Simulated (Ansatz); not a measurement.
# quartet SiNH4 at 6 levels

We compute a comparison of 6 runs (U-r2SCAN0/STO-3G, U-revPBE/STO-3G, UBHLYP/STO-3G, UCAM-B3LYP/STO-3G, RPA@PBE/STO-3G, UCCSD/STO-3G) of quartet SiNH4. 

Program for the calculation: Ansatz 0.2.0.

46 further runs of the same task are left out: 46 set aside as unsound or not needed.

## 1. The system as given

SiNH4 has 6 atoms, charge 0, and is taken as a quartet. SMILES of the parent species: `[NH][SiH3]`. Geometry: relaxed at PBE0-D4/def2-TZVP. That shape belongs to the parent species and isn't relaxed for this state.

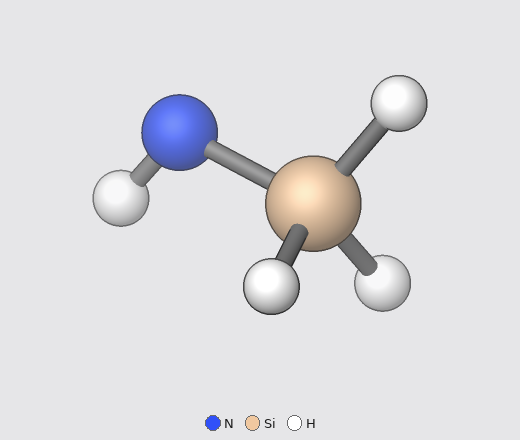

Viewed from a chosen angle; nitrogen blue, silicon light orange, hydrogen white.

## 2. The energy at U-r2SCAN0/STO-3G (run 1)

File in.yaml:

```yaml
crystal:
  periodic: [false, false, false]
  atoms:
    - symbol: N
      position_ang: [0.592100, -0.835200, 0.909500]
    - symbol: Si
      position_ang: [-0.203700, 0.347600, -0.110000]
    - symbol: H
      position_ang: [0.922800, -1.640700, 0.372700]
    - symbol: H
      position_ang: [-1.310600, -0.282300, -0.885500]
    - symbol: H
      position_ang: [0.789500, 0.911800, -1.068900]
    - symbol: H
      position_ang: [-0.748100, 1.434800, 0.736200]
basis:
  gaussian:
    orbitals: STO-3G
magnetization:
  spin_polarized: true
  initial_magnetization: 3
hamiltonian:
  xc: {name: r2SCAN0}
accuracy: high
```

The run is started by

```
ansatz run in.yaml --threads 1 --pin off --max-ram 2610MiB --events-out events.jsonl --progress --plain --runs-dir runs
```

Output:

```text
Warning: RAYON_NUM_THREADS=1 ignored (pool sized by the plan → 1); use --threads N
Functional definition: r2SCAN0
  name "r2SCAN0"
  parameter a = 0.25
  parameter k0 = 0.174
  parameter k1 = 0.065
  parameter a1 = 4.9479
  exchange = (1 - a)*r2scan_x(k0 = k0, k1 = k1, a1 = a1) + a*exact_x
  correlation = r2scan_c
314 factors; integrals over basis functions are off by at most 1.1e-8 eV
mean field evaluation 1: about -9307.2038 eV, gradient 8.6e0 eV
mean field evaluation 2: about -9308.0958 eV, gradient 6.2e0 eV
mean field evaluation 4: about -9308.6216 eV, gradient 8.3e-1 eV
mean field evaluation 8: about -9308.6478 eV, gradient 4.1e-2 eV
mean field evaluation 16: about -9308.6479 eV, gradient 8.7e-5 eV
mean field -9308.64787693 eV, -342.0864998491 hartree, gradient 4.7e-8 eV, S^2 3.752224; 0 other end points of the search recorded, 0 dependent functions left out
reference -9308.64787762 eV, -342.0864998743 hartree; 14, 11 occupied and 4, 7 virtual orbitals, 314 factors
Total energy: -9308.64787762 eV, -342.0864998743 hartree
```

It took 5.4 s on 1 thread of Arm Neoverse V1, shared host; peak memory 0.23 GiB.

## 3. The energy at U-revPBE/STO-3G (run 2)

File input.yaml:

```yaml
crystal:
  periodic: [false, false, false]
  atoms:
    - {symbol: N, position_ang: [0.592100, -0.835200, 0.909500]}
    - {symbol: Si, position_ang: [-0.203700, 0.347600, -0.110000]}
    - {symbol: H, position_ang: [0.922800, -1.640700, 0.372700]}
    - {symbol: H, position_ang: [-1.310600, -0.282300, -0.885500]}
    - {symbol: H, position_ang: [0.789500, 0.911800, -1.068900]}
    - {symbol: H, position_ang: [-0.748100, 1.434800, 0.736200]}
basis:
  gaussian:
    orbitals: STO-3G
magnetization:
  spin_polarized: true
  initial_magnetization: 3
hamiltonian:
  xc: {name: revPBE}
accuracy: high
```

The run is started by

```
ansatz run input.yaml --threads 1 --pin off --max-ram 2610MiB --events-out events.jsonl --progress --plain --runs-dir runs
```

Output:

```text
Warning: RAYON_NUM_THREADS=1 ignored (pool sized by the plan → 1); use --threads N
Functional definition: revPBE
  name "revPBE"
  parameter kappa = 1.245
  parameter beta = 0.06672455060314922
  exchange = pbe_x(kappa = kappa, mu = beta*pi^2/3)
  correlation = pbe_c(beta = beta)
314 factors; integrals over basis functions are off by at most 1.1e-8 eV
mean field evaluation 1: about -9306.4425 eV, gradient 1.1e1 eV
mean field evaluation 2: about -9301.1215 eV, gradient 2.3e1 eV
mean field evaluation 4: about -9307.8647 eV, gradient 1.4e0 eV
mean field evaluation 8: about -9307.8533 eV, gradient 4.7e-2 eV
mean field evaluation 16: about -9307.8534 eV, gradient 5.9e-5 eV
mean field -9307.85335247 eV, -342.0573016135 hartree, gradient 3.2e-8 eV, S^2 3.751084; 1 other end points of the search recorded, 0 dependent functions left out
reference -9307.85335471 eV, -342.0573016959 hartree; 14, 11 occupied and 4, 7 virtual orbitals, 314 factors
Total energy: -9307.85335471 eV, -342.0573016959 hartree
```

Wall time 2.1 s (1 thread of Arm Neoverse V1, shared host); peak memory 0.13 GiB.

Runs 3 to 5 aren't shown in full; the table further down has their settings and results.

## 4. A single-point energy at UCCSD/STO-3G (run 6)

input.yaml: that of step 3 with these lines changed.

```diff
@@ -10,9 +10,6 @@
 basis:
-  gaussian:
-    orbitals: STO-3G
-magnetization:
-  spin_polarized: true
-  initial_magnetization: 3
-hamiltonian:
-  xc: {name: revPBE}
+  gaussian: {orbitals: STO-3G}
+magnetization: {spin_polarized: true, initial_magnetization: 3}
+correlation: {method: ccsd, frozen_orbitals: {H: 0, "N": 1, Si: 5}}
+scf: {omitted_lower_state_checks: [cluster_reference, increment]}
 accuracy: high
```

The run is started by

```
ansatz run input.yaml --threads 1 --pin off --max-ram 2610MiB --events-out events.jsonl --progress --plain --runs-dir runs
```

Output, shortened:

```text
Warning: RAYON_NUM_THREADS=1 ignored (pool sized by the plan → 1); use --threads N
Functional definition: HF
  name "HF"
[...]
314 factors; integrals over basis functions are off by at most 1.1e-8 eV
[...]
mean field -9286.73745890 eV, -341.2813068377 hartree, gradient 2.8e-8 eV, S^2 3.757469; 2 other end points of the search recorded, 0 dependent functions left out
6 core orbitals not correlated: weight in the atoms' cores, before any rotation towards them, 1.000 or more for the frozen orbitals, at most 0.000 for the correlated occupied ones
reference -9286.73745890 eV, -341.2813068377 hartree; 8, 5 occupied and 4, 7 virtual orbitals, 314 factors
second order -1.49597391 eV of doubles, -0.00000000 eV of singles
cycle   1  -1.99197201 eV  change   -5.0e-1 eV  update   6.1e-2
[...]
cycle  33  -2.33628948 eV  change   3.5e-10 eV  update  7.8e-10
Total energy: -9289.07374837 eV, -341.3671638924 hartree
Checks for a lower state left out: cluster_reference, increment
```

It took 0.26 s on 1 thread of Arm Neoverse V1, shared host.

## 5. Overview of the runs

```tsv
run	level	frozen core orbitals	energy (Eh)	⟨S²⟩	wall time
1	U-r2SCAN0/STO-3G	–	-342.086500	3.752	5.4 s
2	U-revPBE/STO-3G	–	-342.057302	3.751	2.1 s
3	UBHLYP/STO-3G	–	-342.102893	3.752	2.1 s
4	UCAM-B3LYP/STO-3G	–	-342.071415	3.752	2.6 s
5	RPA@PBE/STO-3G	6	-341.426119	3.751	2.9 s
6	UCCSD/STO-3G	6	-341.367164	3.757	0.26 s
```

## 6. Outcome

| quantity | value |
| --- | --- |
| run 6: total energy | -341.36716 Eh |
| run 6: correlation energy (6 core orbitals frozen) | -85.9 mEh |
| run 6: ⟨S²⟩ of the reference determinant | 3.757 |
| run 6: T1 diagnostic | 0.014 |

In words: Totals of different functionals can't be ranked against each other. In runs 1, 2, 3, 4, 5, 6 the basis is minimal, so the values are rough. All runs together took 15 s, the longest 5.4 s.
